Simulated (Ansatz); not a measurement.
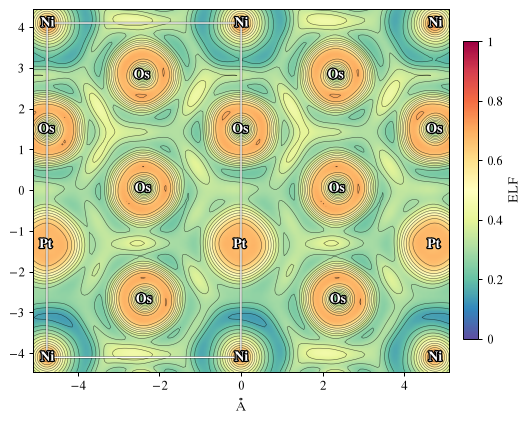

Figure. NiOs8PdPt2. Electron localisation function on the (011) plane of the conventional cell.

Space group P1; a generated structure, not necessarily the stable one; computed without spin polarisation.

The calculation used DFT PBE, scalar-relativistic, plane waves, PAW (Ansatz 0.2.0).

Core electrons are frozen (PAW), and the valence fields are smoothed inside the atomic spheres.

Input

```
crystal:
  lattice:
    - [4.122141, 2.37829, -0.001438]
    - [0.003026, 4.748798, 4.412125]
    - [4.105718, -2.35252, 4.391259]
  atoms:
    - { symbol: Ni, position: [0.9545900119, 0.0345524369, 0.7153744299] }
    - { symbol: Pd, position: [0.5372509171, 0.7983598563, 0.4571239734] }
    - { symbol: Os, position: [0.0387895829, 0.2924500212, 0.9537279864] }
    - { symbol: Os, position: [0.0479593368, 0.628091562, 0.6254505649] }
    - { symbol: Os, position: [0.0437723686, 0.947093763, 0.2878157459] }
    - { symbol: Os, position: [0.5514916792, 0.1230165583, 0.1266650575] }
    - { symbol: Os, position: [0.9554993236, 0.7142830705, 0.0300878603] }
    - { symbol: Os, position: [0.4562559194, 0.5398282894, 0.2095306733] }
    - { symbol: Os, position: [0.45234338, 0.8890158725, 0.8797494312] }
    - { symbol: Os, position: [0.4481585821, 0.2091406976, 0.5434822877] }
    - { symbol: Pt, position: [0.5398337131, 0.4582272545, 0.7958927891] }
    - { symbol: Pt, position: [0.9648863264, 0.3655796269, 0.3711259981] }
basis:
  ecutwfc: 420
kpoints:
  mp_grid: { grid: [8, 6, 6] }
hamiltonian:
  xc: pbe
scf:
  occupations: { method: gaussian, width: 0.1 }
  n_extra_bands: 8
output:
  forces: true
  stress: true
  eigenvalues: true
  populations: true
  dos:
    method: { smearing: { sigma: 0.1, scheme: gaussian } }
    projected: true
    de: 0.02
  write_density: true
  write_potential: true
  elf: true
  volumetric_format: npy
```

Launched as:

```sh
ansatz run input.yaml --threads 4 --pin off --max-ram 9216MiB --backend cpu --events-out ev --progress --plain --runs-dir out
```

Below, planes, directions and counts refer to the conventional cell (a = 4.76 Å, b = 6.46 Å, c = 6.48 Å, α = 78.68°, β = 68.51°, γ = 68.37°).

> Interpret the plot.

Atoms in the plane: Ni, Os and Pt.
Ni–Os (2.60 Å): the ELF is about 0.35 at the midpoint.
Os–Pt (2.70 Å): the ELF is about 0.40 at the midpoint.
Ni–Pt (2.77 Å): the ELF is about 0.25 at the midpoint; no shared electron pair shows on this line.
The features right at Ni, Os and Pt lie inside the PAW spheres, where the map follows smoothed inner orbitals and isn't to be read closely.
